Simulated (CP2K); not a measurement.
# GFN2-xTB run of C2H4ClNOSi (SMILES O[SiH](Cl)C1=CN1)

What is the energy difference between two shapes of C2H4ClNOSi at GFN2-xTB? 

The calculation is run with CP2K 2026.2.

2 further runs of the same task are left out: 1 that didn't finish, 1 set aside as unsound or not needed.

**1. The molecule**

C2H4ClNOSi: 10 atoms, total charge 0, spin state singlet. SMILES: `O[SiH](Cl)C1=CN1`. The shape comes from a force field and isn't a relaxed structure. This is one conformer, not always the lowest.

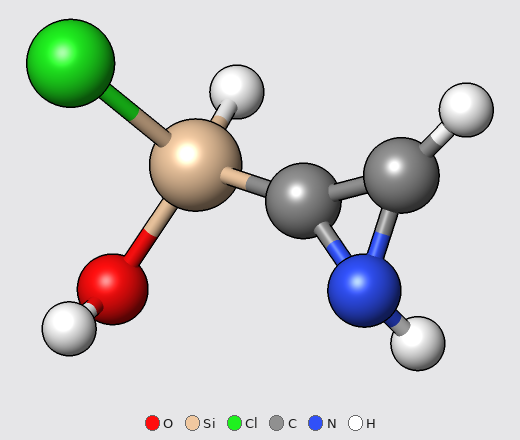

The structure, seen from a chosen angle (oxygen red, silicon light orange, chlorine green, carbon grey, nitrogen blue, hydrogen white).

**2. A single-point energy at GFN2-xTB**

The input, calc.inp:

```
&GLOBAL
  PROJECT calc
  RUN_TYPE ENERGY
  PRINT_LEVEL MEDIUM
&END GLOBAL

&FORCE_EVAL
  METHOD QUICKSTEP
  &DFT
    &QS
      METHOD XTB
      EPS_DEFAULT 1.0E-10
      &XTB
        GFN_TYPE TBLITE
        &TBLITE
          METHOD GFN2
        &END TBLITE
        CHECK_ATOMIC_CHARGES F
      &END XTB
    &END QS
    &POISSON
      PERIODIC NONE
      POISSON_SOLVER ANALYTIC
    &END POISSON
    &SCF
      SCF_GUESS ATOMIC
      EPS_SCF 1.0E-06
      MAX_SCF 150
      ADDED_MOS 2
      &DIAGONALIZATION
        ALGORITHM STANDARD
      &END DIAGONALIZATION
      &MIXING
        METHOD DIRECT_P_MIXING
        ALPHA 0.4
      &END MIXING
      &SMEAR ON
        METHOD FERMI_DIRAC
        ELECTRONIC_TEMPERATURE [K] 300
      &END SMEAR
    &END SCF
    &PRINT
      &MOMENTS
        PERIODIC F
        REFERENCE COM
        MAX_MOMENT 1
      &END MOMENTS
      &MO ON
        ENERGIES T
        OCCUPATION_NUMBERS T
        NDIGITS 6
        &EACH
          QS_SCF 0
        &END EACH
        ADD_LAST NUMERIC
      &END MO
      &HIRSHFELD OFF
      &END HIRSHFELD
    &END PRINT
  &END DFT
  &SUBSYS
    &CELL
      ABC 11.1 12.6 12.7
      PERIODIC NONE
    &END CELL
    &COORD
      O      0.761900    -2.103400     0.628000
      Si    -0.137900    -0.679600     0.957300
      Cl     0.889800     0.202900     2.455700
      C     -0.087500     0.481500    -0.307500
      C     -0.536000     1.553400    -0.913900
      N      0.263500     0.750800    -1.583400
      H      1.687600    -1.910800     0.471900
      H     -1.434400    -1.015400     1.477100
      H     -1.101800     2.474800    -0.910700
      H     -0.222000     0.194500    -2.271600
    &END COORD
    &TOPOLOGY
      &CENTER_COORDINATES
      &END CENTER_COORDINATES
    &END TOPOLOGY
  &END SUBSYS
&END FORCE_EVAL
```

Started as:

```
OMP_NUM_THREADS=1 cp2k.psmp -i calc.inp -o calc.out
```

The log of the run:

```text
CP2K| version string:                                       CP2K version 2026.2
[...]
 GLOBAL| Method name                                                        CP2K
[...]
 GLOBAL| Run type                                                         ENERGY
[...]
                             - Atoms:                                         10
[...]
                             - Spherical basis functions:                     38
[...]
 Number of electrons:                                                         34
[...]
  *** SCF run converged in    22 steps ***
[...]
  Fermi energy:                                                -0.30986203651681
[...]
 TB_DIPOLE| Moment [Debye]         -1.33948271       0.43494493      -1.62457360
 TB_DIPOLE| Derivative [a.u.]       0.00000000       0.00000000       0.00000000
[...]
 ENERGY| Total FORCE_EVAL ( QS ) energy [hartree]            -19.506253606795923
[...]
```

It took 0.24 s on 1 thread of Arm Neoverse V2, shared host.

**3. The distorted shape**

The input, run.inp:

```
&GLOBAL
  PROJECT_NAME run
  RUN_TYPE ENERGY
  PRINT_LEVEL MEDIUM
&END GLOBAL

&FORCE_EVAL
  METHOD QUICKSTEP
  &DFT
    CHARGE 0
    MULTIPLICITY 1
    &QS
      METHOD XTB
      EPS_DEFAULT 1.0E-10
      &XTB
        GFN_TYPE TBLITE
        &TBLITE
          METHOD GFN2
        &END TBLITE
        CHECK_ATOMIC_CHARGES F
      &END XTB
    &END QS
    &POISSON
      PERIODIC NONE
      POISSON_SOLVER ANALYTIC
    &END POISSON
    &SCF
      SCF_GUESS ATOMIC
      EPS_SCF 1.0E-06
      MAX_SCF 150
      ADDED_MOS 2
      &DIAGONALIZATION
        ALGORITHM STANDARD
      &END DIAGONALIZATION
      &MIXING
        METHOD DIRECT_P_MIXING
        ALPHA 0.4
      &END MIXING
      &SMEAR ON
        METHOD FERMI_DIRAC
        ELECTRONIC_TEMPERATURE [K] 300
      &END SMEAR
    &END SCF
    &PRINT
      &MOMENTS
        PERIODIC F
        REFERENCE COM
        MAX_MOMENT 1
      &END MOMENTS
      &MO ON
        ENERGIES T
        OCCUPATION_NUMBERS T
        NDIGITS 6
        &EACH
          QS_SCF 0
        &END EACH
        ADD_LAST NUMERIC
      &END MO
      &HIRSHFELD OFF
      &END HIRSHFELD
    &END PRINT
  &END DFT
  &SUBSYS
    &CELL
      ABC [angstrom] 11.1 12.6 12.8
      PERIODIC NONE
    &END CELL
    &COORD
      O      0.774809    -2.186228     0.618891
      Si    -0.079146    -0.769217     0.933998
      Cl     0.822783     0.303882     2.522052
      C     -0.092365     0.452420    -0.324506
      C     -0.531287     1.658234    -0.915463
      N      0.275231     0.786414    -1.594396
      H      1.654635    -1.972482     0.450072
      H     -1.441971    -0.993776     1.555465
      H     -1.075745     2.403976    -0.951642
      H     -0.189700     0.229938    -2.244801
    &END COORD
    &TOPOLOGY
      &CENTER_COORDINATES
      &END CENTER_COORDINATES
    &END TOPOLOGY
  &END SUBSYS
&END FORCE_EVAL
```

Started as:

```
OMP_NUM_THREADS=1 cp2k.psmp run.inp > run.out
```

The log of the run:

```text
CP2K| version string:                                       CP2K version 2026.2
[...]
 GLOBAL| Method name                                                        CP2K
[...]
 GLOBAL| Run type                                                         ENERGY
[...]
                             - Atoms:                                         10
[...]
                             - Spherical basis functions:                     38
[...]
 Number of electrons:                                                         34
[...]
  *** SCF run converged in    25 steps ***
[...]
  Fermi energy:                                                -0.31885981490850
[...]
 TB_DIPOLE| Moment [Debye]         -1.24497094      -0.30650001      -2.35272557
 TB_DIPOLE| Derivative [a.u.]       0.00000000       0.00000000       0.00000000
[...]
 ENERGY| Total FORCE_EVAL ( QS ) energy [hartree]            -19.485236918042087
[...]
```

Wall time 0.26 s (1 thread of Arm Neoverse V2, shared host).

**4. What came out**

Level: GFN2-xTB.

| quantity | value |
| --- | --- |
| first shape: total energy | -19.50625 Eh |
| first shape: dipole moment (from atomic charges alone) | 2.15 D |
| first shape: HOMO energy | -9.22 eV |
| first shape: LUMO energy | -7.64 eV |
| first shape: HOMO–LUMO gap | 1.58 eV |
| distorted shape: total energy | -19.48524 Eh |
| distorted shape: dipole moment (from atomic charges alone) | 2.68 D |
| distorted shape: HOMO energy | -9.14 eV |
| distorted shape: LUMO energy | -8.21 eV |
| distorted shape: HOMO–LUMO gap | 0.94 eV |
| energy change with the atoms displaced | 0.572 eV |

**Reading.** With the atoms displaced the energy rises by 0.57 eV (13.2 kcal/mol). The first shape isn't relaxed at this level, so the change isn't measured from a minimum. The dipole (first shape) comes from point charges on the atoms alone, without atomic dipoles, so it is partial. The dipole (distorted shape) comes from point charges on the atoms alone, without atomic dipoles, so it is partial.
